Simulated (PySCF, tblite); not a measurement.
**C5H14N2O2Si: geometry, infrared bands and NMR shifts**

Aim: predict the infrared bands and NMR shifts of C5H14N2O2Si (`C=C(CO[Si@@H](N)O)N(C)C`).

Programs: tblite 0.8.0 and PySCF 2.14.0, with density-fitted response routines of our own. Each step states its level of theory. These are calculated values for one molecule in the gas phase, unless marked as measured. Atoms count from 0, in the outputs and in this text.

### 1 The starting structure

24 atoms, charge 0, multiplicity 1; geometry from: force field or distance geometry start.

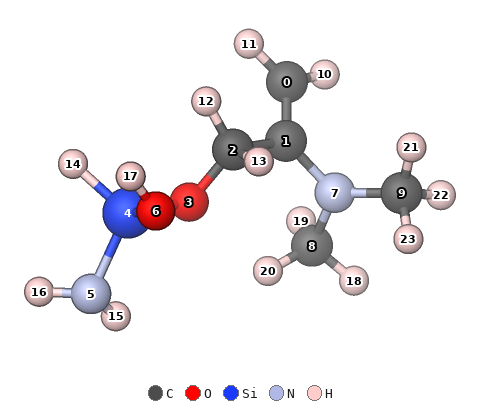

As it starts; carbon dark grey, oxygen red, silicon blue, nitrogen light blue, hydrogen pink, atoms numbered; sticks join atoms by distance.

### 2 Optimising the geometry with GFN2-xTB

The job: settings as JSON, then the geometry in Å.

```
{"job": {"kind": "relax", "xc": "GFN2-xTB", "basis": "xTB"}, "charge": 0, "multiplicity": 1}
C      1.453200    -0.388100    -2.160100
C      1.002000    -0.008800    -0.956000
C     -0.417000     0.369800    -0.870900
O     -1.177000    -0.396300    -0.014800
Si    -2.807100     0.014700     0.099400
N     -3.497700    -0.796500     1.529600
O     -3.089700     1.699500     0.302200
N      1.882100     0.007100     0.189300
C      1.813900    -1.176400     1.063200
C      2.774300     1.104300     0.472200
H      2.478100    -0.674700    -2.250000
H      0.753000    -0.392200    -3.011900
H     -0.882500     0.470900    -1.880100
H     -0.449500     1.410800    -0.465100
H     -3.615700    -0.400700    -1.050100
H     -2.729200    -1.352000     1.974800
H     -4.349100    -1.342500     1.305500
H     -3.704900     2.045000    -0.406200
H      2.546700    -1.049600     1.869700
H      2.132700    -2.041600     0.460700
H      0.775200    -1.250900     1.450000
H      2.750200     1.875100    -0.328100
H      3.841000     0.735600     0.568800
H      2.505000     1.557300     1.449300
```

On the command line:

```bash
$ OMP_NUM_THREADS=1 python probes_run.py task.json out
```

This one command runs all jobs of the session in turn.

Log:

```text
step      E/eV     max force
  0    -913.91002    2.360
  1    -914.29788    1.450
  2    -914.47369    1.068
  3    -914.53501    0.939
  4    -914.57473    0.441
  5    -914.60054    0.555
  6    -914.61799    0.470
  7    -914.63771    0.296
  8    -914.64758    0.222
  9    -914.65664    0.265
 10    -914.66625    0.343
 11    -914.67988    0.342
 12    -914.69487    0.342
 13    -914.70683    0.247
 14    -914.71552    0.229
 15    -914.72537    0.289
 16    -914.73768    0.312
 17    -914.74758    0.422
 18    -914.75614    0.466
 19    -914.76718    0.248
 20    -914.78012    0.304
 21    -914.78969    0.548
 22    -914.80580    0.433
 23    -914.82152    0.699
 24    -914.83814    0.351
 25    -914.84976    0.335
 26    -914.85862    0.221
 27    -914.86744    0.270
 28    -914.87610    0.299
 29    -914.89128    0.332
 30    -914.91291    0.278
 31    -914.92874    0.457
 32    -914.93718    0.953
 33    -914.95688    0.354
 34    -914.97563    0.303
 35    -915.00133    0.464
 36    -915.01342    0.158
 37    -915.01950    0.146
 38    -915.02324    0.289
 39    -915.02647    0.159
 40    -915.03032    0.123
 41    -915.03356    0.127
 42    -915.03611    0.144
 43    -915.03849    0.140
 44    -915.04119    0.125
 45    -915.04445    0.132
 46    -915.04871    0.153
 47    -915.05334    0.181
 48    -915.05803    0.167
 49    -915.06250    0.123
 50    -915.06685    0.121
 51    -915.07102    0.128
 52    -915.07503    0.130
 53    -915.07937    0.148
 54    -915.08454    0.170
 55    -915.09025    0.150
 56    -915.09574    0.145
 57    -915.10062    0.151
 58    -915.10476    0.111
 59    -915.10749    0.137
 60    -915.10758    0.158
 61    -915.11075    0.087
 62    -915.11236    0.108
 63    -915.11538    0.122
 64    -915.11865    0.120
 65    -915.12209    0.104
 66    -915.12437    0.115
 67    -915.12608    0.120
 68    -915.12792    0.103
 69    -915.12993    0.076
 70    -915.13183    0.125
 71    -915.13375    0.135
 72    -915.13635    0.169
 73    -915.14085    0.180
 74    -915.14760    0.332
 75    -915.15614    0.313
 76    -915.16529    0.272
 77    -915.17579    0.278
 78    -915.18427    0.267
 79    -915.19231    0.385
 80    -915.20251    0.331
 81    -915.21313    0.237
 82    -915.22189    0.271
 83    -915.23234    0.215
 84    -915.23954    0.194
 85    -915.24339    0.228
 86    -915.24714    0.162
 87    -915.25067    0.123
 88    -915.25716    0.171
 89    -915.26129    0.130
 90    -915.26595    0.134
 91    -915.26958    0.115
 92    -915.27356    0.118
 93    -915.27751    0.190
 94    -915.28048    0.099
 95    -915.28256    0.124
 96    -915.28411    0.105
 97    -915.28555    0.110
 98    -915.28701    0.069
 99    -915.28805    0.085
100    -915.28930    0.093
101    -915.29090    0.113
102    -915.29274    0.105
103    -915.29428    0.077
104    -915.29532    0.060
105    -915.29605    0.057
106    -915.29678    0.070
107    -915.29792    0.072
108    -915.29962    0.098
109    -915.30192    0.118
110    -915.30475    0.111
111    -915.30762    0.116
112    -915.31016    0.107
113    -915.31244    0.116
114    -915.31592    0.153
115    -915.32007    0.173
116    -915.32433    0.143
117    -915.32719    0.172
118    -915.33072    0.134
119    -915.33413    0.149
120    -915.33747    0.159
121    -915.34060    0.159
122    -915.34346    0.118
123    -915.34652    0.145
124    -915.34952    0.162
125    -915.35215    0.138
126    -915.35368    0.095
127    -915.35435    0.141
128    -915.35583    0.096
129    -915.35703    0.066
130    -915.35828    0.087
131    -915.35946    0.094
132    -915.36043    0.087
133    -915.36131    0.059
134    -915.36225    0.063
135    -915.36318    0.082
136    -915.36406    0.096
137    -915.36514    0.099
138    -915.36671    0.088
139    -915.36831    0.090
140    -915.36987    0.096
141    -915.37121    0.091
142    -915.37245    0.075
143    -915.37367    0.110
144    -915.37479    0.081
145    -915.37555    0.047
146    -915.37607    0.046
147    -915.37653    0.047
148    -915.37706    0.057
149    -915.37764    0.058
150    -915.37819    0.069
151    -915.37868    0.048
152    -915.37920    0.049
153    -915.37976    0.055
154    -915.38027    0.054
155    -915.38066    0.046
156    -915.38098    0.042
157    -915.38126    0.041
158    -915.38155    0.042
159    -915.38184    0.033
160    -915.38209    0.035
161    -915.38239    0.041
162    -915.38280    0.054
163    -915.38325    0.049
164    -915.38369    0.045
165    -915.38416    0.044
166    -915.38471    0.057
167    -915.38540    0.067
168    -915.38612    0.058
169    -915.38674    0.056
170    -915.38726    0.053
171    -915.38771    0.046
172    -915.38819    0.043
173    -915.38860    0.059
174    -915.38892    0.038
175    -915.38915    0.028
176    -915.38934    0.030
177    -915.38950    0.029
178    -915.38971    0.029
179    -915.38996    0.039
180    -915.39026    0.037
181    -915.39065    0.045
182    -915.39114    0.048
183    -915.39168    0.053
184    -915.39217    0.044
185    -915.39256    0.033
186    -915.39284    0.032
187    -915.39304    0.031
188    -915.39325    0.034
189    -915.39345    0.035
190    -915.39370    0.031
191    -915.39401    0.044
192    -915.39436    0.038
193    -915.39471    0.036
194    -915.39506    0.040
195    -915.39542    0.054
196    -915.39584    0.059
197    -915.39627    0.054
198    -915.39665    0.035
199    -915.39696    0.035
200    -915.39722    0.039
201    -915.39747    0.046
202    -915.39770    0.038
203    -915.39790    0.026
204    -915.39808    0.036
205    -915.39827    0.033
206    -915.39853    0.041
207    -915.39883    0.043
208    -915.39928    0.047
209    -915.39977    0.047
210    -915.40022    0.045
211    -915.40054    0.032
212    -915.40079    0.029
213    -915.40097    0.021
214    -915.40111    0.021
215    -915.40122    0.020
216    -915.40132    0.021
217    -915.40141    0.020
218    -915.40151    0.024
219    -915.40164    0.026
220    -915.40181    0.028
221    -915.40201    0.029
222    -915.40226    0.035
223    -915.40255    0.034
224    -915.40291    0.037
225    -915.40331    0.045
226    -915.40373    0.053
227    -915.40409    0.052
228    -915.40446    0.050
229    -915.40476    0.049
230    -915.40511    0.042
231    -915.40546    0.038
232    -915.40583    0.047
233    -915.40603    0.052
234    -915.40645    0.033
235    -915.40679    0.053
236    -915.40727    0.053
237    -915.40750    0.089
238    -915.40784    0.054
239    -915.40817    0.032
240    -915.40834    0.023
241    -915.40844    0.027
242    -915.40850    0.027
243    -915.40855    0.029
244    -915.40861    0.021
245    -915.40867    0.016
246    -915.40873    0.014
247    -915.40878    0.015
248    -915.40883    0.019
249    -915.40887    0.020
250    -915.40893    0.020
251    -915.40898    0.014
252    -915.40903    0.022
253    -915.40910    0.018
254    -915.40918    0.019
255    -915.40926    0.020
256    -915.40935    0.021
257    -915.40946    0.025
258    -915.40961    0.025
259    -915.40981    0.034
260    -915.41008    0.034
261    -915.41038    0.028
262    -915.41064    0.028
263    -915.41083    0.031
264    -915.41098    0.040
265    -915.41110    0.018
266    -915.41117    0.019
267    -915.41124    0.031
268    -915.41128    0.016
269    -915.41132    0.008
```

Run time: 5 s. Hardware: 1 thread of Arm Neoverse N1, shared host.

Relaxation path: (not every step is listed)

| step | energy from step 0 (eV) | largest force (eV/Å) |
| --- | --- | --- |
| 0 | 0.0000 | 2.3597 |
| 1 | -0.3879 | 1.4498 |
| 2 | -0.5637 | 1.0681 |
| 3 | -0.6250 | 0.9385 |
| 4 | -0.6647 | 0.4408 |
| 5 | -0.6905 | 0.5546 |
| 6 | -0.7080 | 0.4695 |
| 7 | -0.7277 | 0.2962 |
| 8 | -0.7376 | 0.2220 |
| 33 | -1.0469 | 0.3543 |
| 58 | -1.1947 | 0.1112 |
| 83 | -1.3223 | 0.2146 |
| 108 | -1.3896 | 0.0979 |
| 133 | -1.4513 | 0.0585 |
| 158 | -1.4715 | 0.0416 |
| 183 | -1.4817 | 0.0532 |
| 208 | -1.4893 | 0.0471 |
| 233 | -1.4960 | 0.0525 |
| 258 | -1.4996 | 0.0251 |
| 264 | -1.5010 | 0.0400 |
| 265 | -1.5011 | 0.0179 |
| 266 | -1.5011 | 0.0187 |
| 267 | -1.5012 | 0.0311 |
| 268 | -1.5013 | 0.0157 |
| 269 | -1.5013 | 0.0081 |

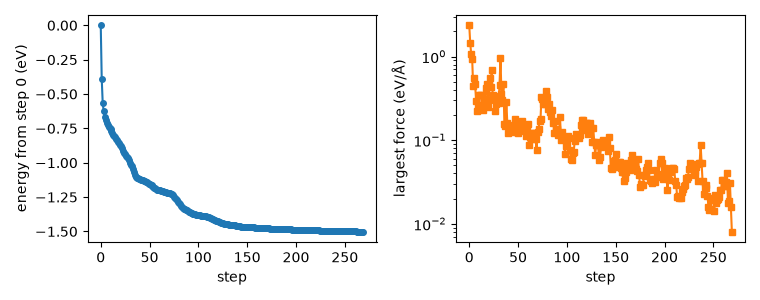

Energy and force, step by step.

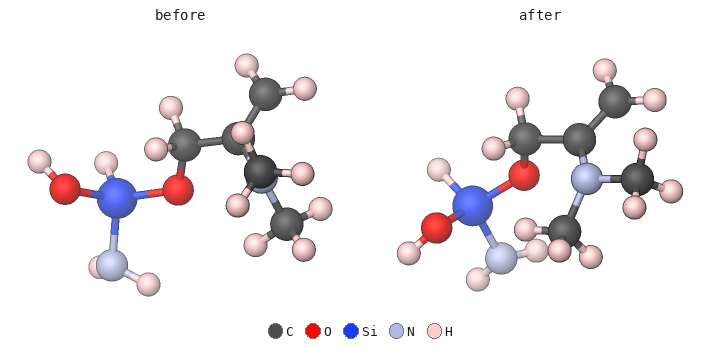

The geometry before (left) and after (right).

Distances of close pairs at the start and the end, largest changes first:

| bond | before (Å) | after (Å) | change (Å) |
| --- | --- | --- | --- |
| Si4–O6 | 1.720 | 1.634 | -0.087 |
| O3–Si4 | 1.685 | 1.611 | -0.074 |
| Si4–N5 | 1.783 | 1.723 | -0.061 |
| C1–N7 | 1.444 | 1.385 | -0.060 |
| O6–H17 | 1.000 | 0.951 | -0.049 |
| N5–H15 | 1.048 | 1.006 | -0.041 |
| C1–C2 | 1.471 | 1.511 | +0.040 |
| C9–H22 | 1.133 | 1.098 | -0.035 |

The next job starts from the end point, and lists it.

### 3 Infrared spectrum with GFN2-xTB

The job: settings as JSON, then the geometry in Å.

```
{"job": {"kind": "ir", "xc": "GFN2-xTB", "basis": "xTB"}, "charge": 0, "multiplicity": 1}
C      1.644158    -0.307551    -2.122213
C      1.025971     0.216671    -1.060076
C     -0.433513     0.592442    -1.170988
O     -1.244207    -0.413317    -0.618558
Si    -2.707356    -0.243403     0.033568
N     -2.862035    -1.674998     0.979189
O     -2.693594     1.079590     0.991700
N      1.647031     0.530443     0.136985
C      0.925940     0.388639     1.382964
C      3.055796     0.241818     0.259802
H      2.669753    -0.623798    -2.118061
H      1.114953    -0.433504    -3.048438
H     -0.695493     0.702919    -2.228868
H     -0.621989     1.548741    -0.672251
H     -3.734056    -0.033682    -0.992636
H     -2.441864    -2.506006     0.597526
H     -3.772062    -1.898037     1.345209
H     -3.402894     1.240998     1.604527
H      1.379197     1.046639     2.127354
H      0.964758    -0.642647     1.757014
H     -0.115384     0.665186     1.266304
H      3.590250     0.679073    -0.582438
H      3.270003    -0.834713     0.295845
H      3.424902     0.698263     1.177957
```

Log:

```text
mode    cm-1     km/mol
  1      29.5      1.07
  2      38.6      1.69
  3      65.2      0.37
  4      77.0      2.96
  5     113.6      3.76
  6     143.0      1.31
  7     172.4     16.55
  8     194.9     70.51
  9     214.6      1.49
 10     228.2     11.19
 11     249.7     31.46
 12     264.1     11.01
 13     300.1     32.93
 14     329.3     13.88
 15     334.3     18.27
 16     415.0      1.60
 17     450.4      0.95
 18     479.6      8.04
 19     597.7    187.14
 20     613.4     40.66
 21     679.2      3.54
 22     703.4    105.07
 23     741.8     91.56
 24     782.5     21.09
 25     789.2    104.92
 26     797.0     95.86
 27     815.3     81.73
 28     820.6     62.64
 29     913.2    173.27
 30     932.5    249.61
 31     946.6     73.74
 32     983.2     11.38
 33    1039.7     37.19
 34    1050.5      2.17
 35    1085.2      0.61
 36    1126.2     19.89
 37    1136.7    353.06
 38    1185.1     13.91
 39    1231.4     12.10
 40    1253.7      8.12
 41    1331.8      7.63
 42    1364.9     56.75
 43    1406.3      8.49
 44    1425.8      3.73
 45    1434.7     19.00
 46    1475.6      7.32
 47    1481.2      2.89
 48    1487.4      5.31
 49    1499.2      1.43
 50    1503.4     16.07
 51    1529.8     59.27
 52    1688.0    175.99
 53    2209.2    324.13
 54    2886.2     46.25
 55    2898.2     71.59
 56    2911.9     49.18
 57    2931.7     58.53
 58    2978.1     47.04
 59    3007.4     41.61
 60    3013.4     26.16
 61    3096.7      2.64
 62    3135.2     16.69
 63    3157.7     53.31
 64    3496.7      2.83
 65    3529.0      3.94
 66    3715.6     19.18
```

It took 2.2 s on 1 thread of Arm Neoverse N1, shared host.

The strongest bands and the atoms that carry them (share of the mass-weighted mode):

| cm⁻¹ | km/mol | atoms |
| --- | --- | --- |
| 598 | 187.1 | H15 37 %, H16 34 %, N5 17 % |
| 703 | 105.1 | H14 82 % |
| 789 | 104.9 | H11 15 %, H17 14 %, O6 11 % |
| 913 | 173.3 | Si4 23 %, C2 13 %, H16 11 % |
| 932 | 249.6 | Si4 43 %, N5 24 %, O6 17 % |
| 1137 | 353.1 | O3 56 %, C2 32 % |
| 1688 | 176.0 | C1 55 %, C0 35 % |
| 2209 | 324.1 | H14 97 % |

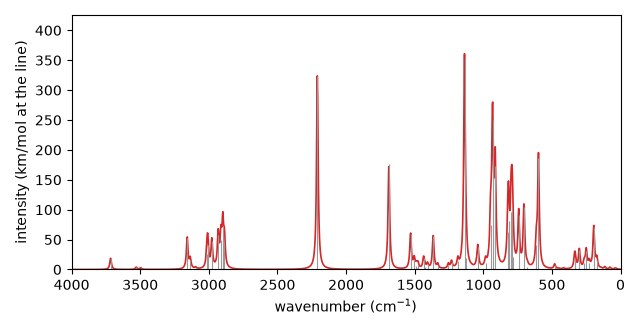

The infrared spectrum from these modes, unscaled. Lines are broadened to a width of 14 cm⁻¹ (Lorentzian).

### 4 Shielding tensors: PBE0/pcSseg-1

The job, as its differences from that of step 3:

```diff
@@ -1,2 +1,2 @@
-{"job": {"kind": "ir", "xc": "GFN2-xTB", "basis": "xTB"}, "charge": 0, "multiplicity": 1}
+{"job": {"kind": "nmr", "xc": "PBE0", "basis": "pcSseg-1"}, "charge": 0, "multiplicity": 1}
 C      1.644158    -0.307551    -2.122213
```

Method: GIAO PBE0/pcSseg-1 NMR shielding, non-relativistic, gas phase.

Log:

```text
coarse grid: 20032 points
cycle   1  E = -747.4904801079  dE =  1.420e+00  |g| = 1.032e+00  |ddm| = 4.344e+00
cycle   2  E = -747.2897123598  dE =  2.008e-01  |g| = 1.466e+00  |ddm| = 1.922e+00
cycle   3  E = -747.6886768072  dE = -3.990e-01  |g| = 1.146e-01  |ddm| = 1.279e+00
cycle   4  E = -747.6907950299  dE = -2.118e-03  |g| = 5.389e-02  |ddm| = 1.367e-01
cycle   5  E = -747.6913875508  dE = -5.925e-04  |g| = 1.439e-02  |ddm| = 5.540e-02
cycle   6  E = -747.6914254427  dE = -3.789e-05  |g| = 5.188e-03  |ddm| = 1.430e-02
cycle   7  E = -747.6914311520  dE = -5.709e-06  |g| = 1.418e-03  |ddm| = 4.861e-03
final grid: 187576 points
cycle   8  E = -747.7675015654  dE = -5.038e-05  |g| = 1.361e-02  |ddm| = 3.676e-02
cycle   9  E = -747.7674710615  dE =  3.050e-05  |g| = 1.883e-02  |ddm| = 2.300e-02
cycle  10  E = -747.7675385173  dE = -6.746e-05  |g| = 1.691e-03  |ddm| = 1.347e-02
cycle  11  E = -747.7675391361  dE = -6.188e-07  |g| = 2.349e-04  |ddm| = 1.590e-03
cycle  12  E = -747.7675391432  dE = -7.124e-09  |g| = 1.600e-04  |ddm| = 3.723e-04
cycle  13  E = -747.7675391486  dE = -5.361e-09  |g| = 3.821e-05  |ddm| = 1.486e-04
cycle  14  E = -747.7675391489  dE = -3.065e-10  |g| = 1.200e-05  |ddm| = 4.094e-05
converged SCF energy = -747.7675391489

GIAO shielding tensors (ppm)
atom      isotropic    diamagn.    paramagn.     s11        s22        s33       span
  0 C       96.135     254.704    -158.569     20.211    108.848    159.346    139.135
  1 C       29.309     255.934    -226.624    -79.370     35.968    131.330    210.701
  2 C      118.763     245.110    -126.346     99.283    114.839    142.168     42.885
  3 O      279.140     402.033    -122.893    226.544    267.889    342.987    116.443
  4 Si     395.056     881.899    -486.843    371.120    395.441    418.606     47.486
  5 N      236.905     316.222     -79.318    209.623    231.656    269.435     59.812
  6 O      276.390     389.734    -113.344    258.049    267.466    303.653     45.604
  7 N      185.992     329.031    -143.039    127.710    191.977    238.288    110.578
  8 C      144.402     251.482    -107.081    123.651    129.771    179.784     56.133
  9 C      145.610     244.683     -99.073    123.410    130.275    183.146     59.736
 10 H       27.912      32.659      -4.747     24.921     25.783     33.033      8.113
 11 H       27.673      32.096      -4.423     24.949     26.165     31.904      6.956
 12 H       27.368      31.076      -3.708     22.000     27.459     32.646     10.646
 13 H       26.931      32.562      -5.631     23.578     27.598     29.617      6.039
 14 H       26.516      28.518      -2.002     23.247     23.556     32.745      9.498
 15 H       30.808      33.040      -2.232     23.613     28.047     40.762     17.149
 16 H       31.569      27.772       3.797     24.754     26.707     43.244     18.491
 17 H       30.058      30.283      -0.226     22.581     24.096     43.496     20.915
 18 H       29.197      32.676      -3.479     24.767     27.616     35.209     10.441
 19 H       29.193      34.040      -4.846     25.391     27.525     34.665      9.274
 20 H       27.649      35.000      -7.352     20.873     27.291     34.783     13.910
 21 H       28.851      29.253      -0.402     24.727     26.458     35.367     10.640
 22 H       29.296      30.067      -0.770     25.768     26.785     35.335      9.567
 23 H       29.211      29.055       0.156     24.604     27.598     35.430     10.826
```

It took 1.9 min on 1 thread of Arm Neoverse N1, shared host; peak memory 1.1 GiB.

The references, computed at this level on geometries of the same kind, shield at (ppm): ¹H TMS 31.72, ¹³C TMS 186.9, ²⁹Si TMS 349.2, ¹⁵N NH3 267.7, ¹⁷O H2O 336.1. Their shielding less the atom's gives the shift. The references are single molecules in the gas phase, so shifts against H2O, NH3, PH3, H3PO4 or CFCl3 are not on the usual liquid scales and can be off by tens of ppm. Atoms listed in one row are averaged.

| atoms | environment | σ (ppm) | δ (ppm) | δ scaled to CDCl3 |
| --- | --- | --- | --- | --- |
| C1 | alkene carbon bearing nitrogen | 29.3 | 157.6 | 151.9 |
| C0 | β carbon of an enol-ether or enamine type C=C | 96.1 | 90.8 | 86.7 |
| C2 | allylic sp3 CH2 bonded to O | 118.8 | 68.2 | 64.6 |
| C8, C9 | methyl carbon bonded to N | 145.0 | 41.9 | 39.0 |
| H14 | hydrogen on a silicon bonded to N, 2 O | 26.52 | 5.20 | – |
| H13 | hydrogen on an allylic sp3 CH2 bonded to O | 26.93 | 4.79 | 4.62 |
| H12 | hydrogen on an allylic sp3 CH2 bonded to O | 27.37 | 4.35 | 4.21 |
| H11 | hydrogen on a β carbon of an enol-ether or enamine type C=C | 27.67 | 4.04 | 3.92 |
| H10 | hydrogen on a β carbon of an enol-ether or enamine type C=C | 27.91 | 3.80 | 3.69 |
| H18, H19, H20, H21, H22, H23 | hydrogen on a methyl carbon bonded to N | 28.90 | 2.82 | 2.76 |
| H17 | hydrogen on an oxygen bonded to Si | 30.06 | 1.66 | – |
| H15, H16 | hydrogen on a nitrogen bonded to Si | 31.19 | 0.53 | – |
| O6 | oxygen bonded to Si, H | 276.4 | 59.7 | – |
| O3 | oxygen bonded to C, Si | 279.1 | 56.9 | – |
| Si4 | silicon bonded to N, 2 O, H | 395.1 | -45.9 | – |
| N7 | enamine nitrogen | 186.0 | 81.7 | – |
| N5 | nitrogen bonded to Si, 2 H | 236.9 | 30.8 | – |

The scaled column applies a straight-line fit of computed shieldings to shifts measured in CDCl3 (root-mean-square error 0.16 ppm for H, 1.9 ppm for C).

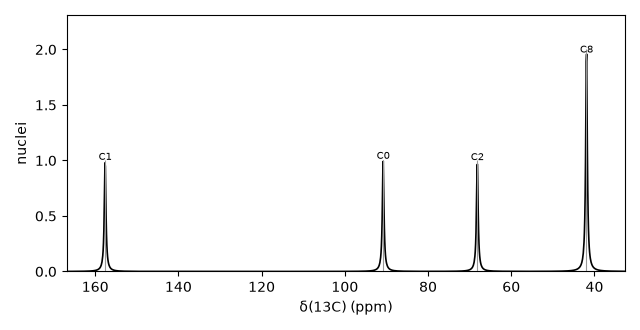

¹³C lines at the computed shifts, without couplings. Lines are broadened to a width of 0.46 ppm (Lorentzian).

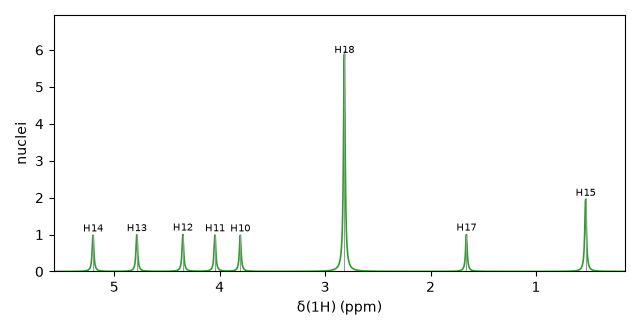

¹H lines at the computed shifts, without couplings. Lines are broadened to a width of 0.02 ppm (Lorentzian).

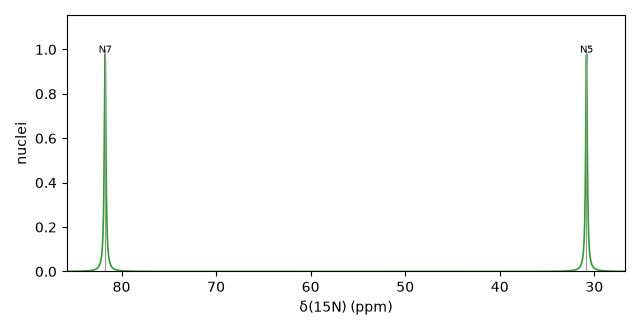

¹⁵N lines at the computed shifts, without couplings. Lines are broadened to a width of 0.20 ppm (Lorentzian).

The run also stored atomic charges by several schemes (e):

| atoms | Mulliken | IAO | Hirshfeld | ESP fit |
| --- | --- | --- | --- | --- |
| C0 | -0.19 | -0.43 | -0.17 | -0.71 |
| C1 | 0.04 | 0.11 | 0.04 | 0.35 |
| C2 | 0.11 | -0.06 | 0.01 | -0.40 |
| O3 | -0.64 | -0.65 | -0.22 | -0.24 |
| Si4 | 1.10 | 1.41 | 0.47 | 0.87 |
| N5 | -0.63 | -0.87 | -0.33 | -1.03 |
| O6 | -0.57 | -0.81 | -0.31 | -0.73 |
| N7 | -0.66 | -0.18 | -0.06 | -0.11 |
| C8, C9 | -0.08 | -0.30 | -0.07 | -0.36 |

Hirshfeld charges:

C0 -0.17; C1 0.04; C2 0.01; O3 -0.22; Si4 0.47; N5 -0.33; O6 -0.31; N7 -0.06; C8 -0.07; C9 -0.07; H10 0.03; H11 0.03; H12 0.04; H13 0.04; H14 -0.10; H15 0.12; H16 0.11; H17 0.18; H18 0.04; H19 0.03; H20 0.04; H21 0.04; H22 0.03; H23 0.05

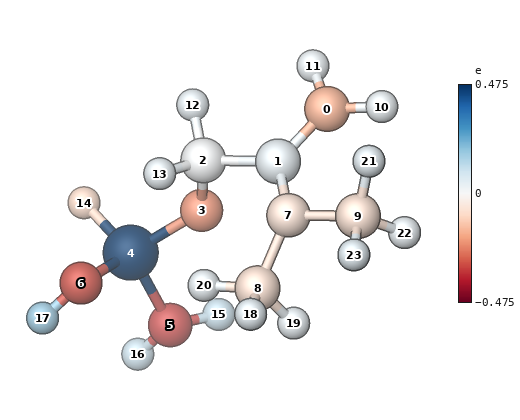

Hirshfeld charges, as colours on the atoms.

Mayer bond orders: C0–C1 1.84, C1–C2 1.03, C2–O3 0.89, O3–Si4 0.98, Si4–N5 1.04, Si4–O6 0.98, C1–N7 1.05, N7–C8 0.96, N7–C9 0.98.

### 5 Results

| quantity | value |
| --- | --- |
| strongest single infrared mode (GFN2-xTB) | 1137 cm⁻¹, 353 km/mol |
| zero-point energy (GFN2-xTB) | 121.4 kcal/mol |
| ¹³C shifts against TMS (PBE0/pcSseg-1, means over atoms taken as alike) | 157.6, 90.8, 68.2, 41.9 ppm |
| ¹H shifts against TMS (PBE0/pcSseg-1, means over atoms taken as alike) | 5.20, 4.79, 4.35, 4.04, 3.80, 2.82, 1.66, 0.53 ppm |
| ¹⁷O shifts against H2O (PBE0/pcSseg-1) | 59.7, 56.9 ppm |
| ²⁹Si shifts against TMS (PBE0/pcSseg-1) | -45.9 ppm |
| ¹⁵N shifts against NH3 (PBE0/pcSseg-1) | 81.7, 30.8 ppm |

What this shows: Relaxing lowered the energy by 1.501 eV in 269 steps; the close pair that moved most is Si4–O6, from 1.720 to 1.634 Å. All 66 modes are real, so the xTB geometry is a minimum. The strongest single mode, at 1137 cm⁻¹, moves mainly O3 and C2. GFN2-xTB is a fitted tight-binding method: band positions and strengths are rough. Its intensities can rank the bands wrongly. C1 (alkene carbon bearing nitrogen) lies farthest downfield among carbon, at 157.6 ppm; an sp2 carbon further deshielded by the attached heteroatom. At PBE0/pcSseg-1: The largest span, 211 ppm, is at C1, where the paramagnetic term is -227 ppm.
